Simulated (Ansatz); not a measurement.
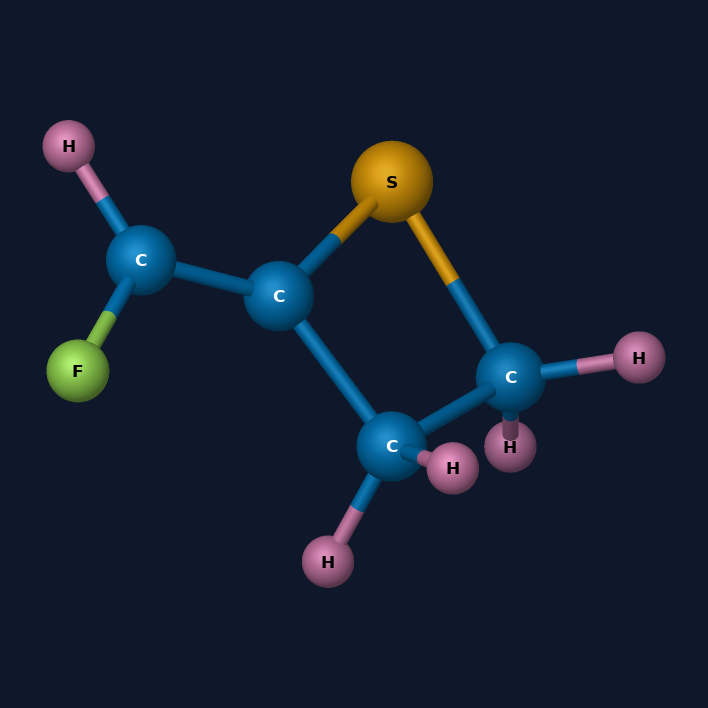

Computed geometry: PBE0-D4/def2-TZVP optimisation. No frequency run is at hand to confirm it as a minimum.

> What is the molecular formula?

C₄H₅FS, 11 atoms: 4 carbon, 5 hydrogen, 1 fluorine and 1 sulfur.

> What is its SMILES?

F/C=C1\CCS1

> Does it have rings?

Independent rings (smallest set): 1 of 4 members.

> How many bonds of each kind are drawn?

5 C–H, 3 C–C, 2 C–S, 1 C–F.

> Name some functional groups or characteristic bonds that it holds.

Among them: alkene, thioether, C–F bond.

More results for the same structure follow; atom numbers are the same in all pictures, views and colours differ.

## Levels of theory compared

No frequency run is at hand to confirm it as a minimum. Program: Ansatz 0.2.0.

Tabulate HOMO energy (eV), HOMO–LUMO gap (eV) at these levels: B3LYP-D4/def2-TZVPP; PBE-D4/def2-TZVPP; PBE0-D4/def2-TZVPP; r2SCAN-D4/def2-TZVPP; ωB97M-V/def2-TZVPP; ωB97X-V/def2-TZVPP.

| level | HOMO energy (eV) | HOMO–LUMO gap (eV) |
| --- | --- | --- |
| B3LYP-D4/def2-TZVPP | −5.85 | 5.45 |
| PBE-D4/def2-TZVPP | −4.91 | 3.75 |
| PBE0-D4/def2-TZVPP | −6.05 | 5.91 |
| r2SCAN-D4/def2-TZVPP | −5.10 | 4.18 |
| ωB97M-V/def2-TZVPP | −8.16 | 10.04 |
| ωB97X-V/def2-TZVPP | −8.29 | 10.38 |

## Dipole moment

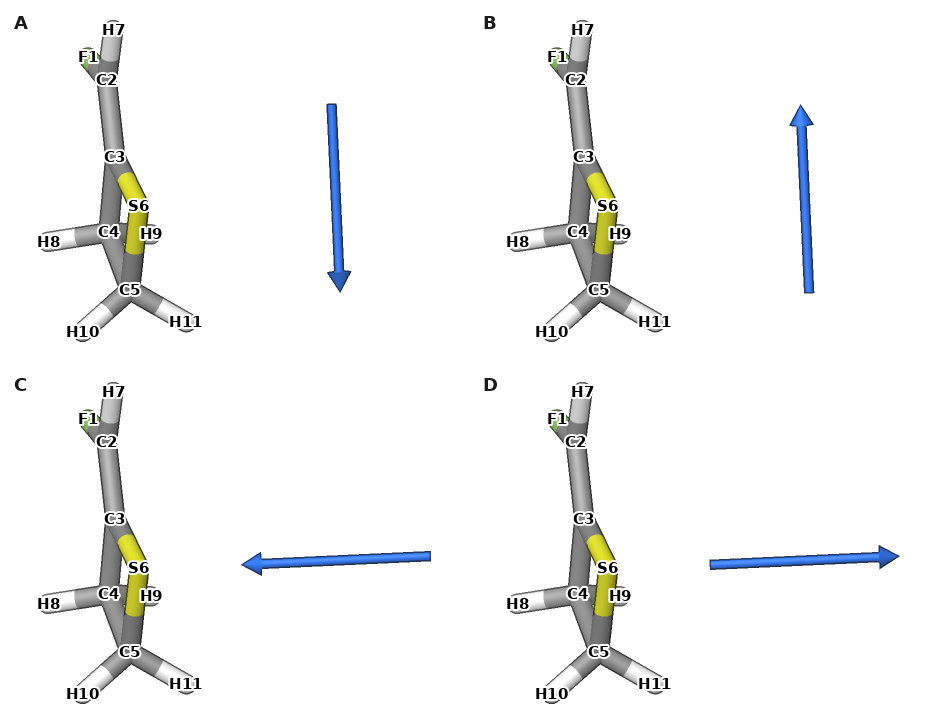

The same molecule four times, each with an arrow. No frequency run is at hand to confirm it as a minimum. Level of theory: RKS r2SCAN-D4/def2-TZVPP (Ansatz 0.2.0).

> Which arrow points along the dipole moment, from the negative to the positive end?

A. The dipole moment is 1.71 D; it points from the side of H7 to the side of H10, H11 (the outermost atoms at the two ends).

## Charges

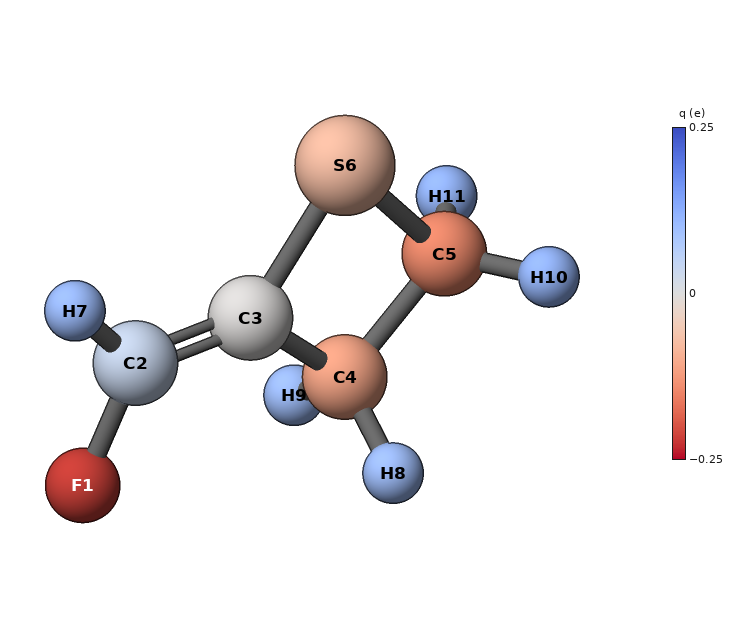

Atoms are coloured by their Mulliken charges. No frequency run is at hand to confirm it as a minimum. Method: RKS B3LYP-D4/def2-TZVPP (Ansatz 0.2.0).

> Which atom carries the highest charge (most positive or least negative)?

H10, H11 (0.11 e).

> And the lowest?

F1 (−0.21 e).

Give the Mulliken charges atom by atom.

```tsv
atom	value (e)
F1	−0.21
C2	0.03
C3	0.00
C4	−0.11
C5	−0.14
S6	−0.07
H7	0.10
H8	0.09
H9	0.09
H10	0.11
H11	0.11
```

Mulliken values depend strongly on the basis set and can even reverse the polarity of a bond.
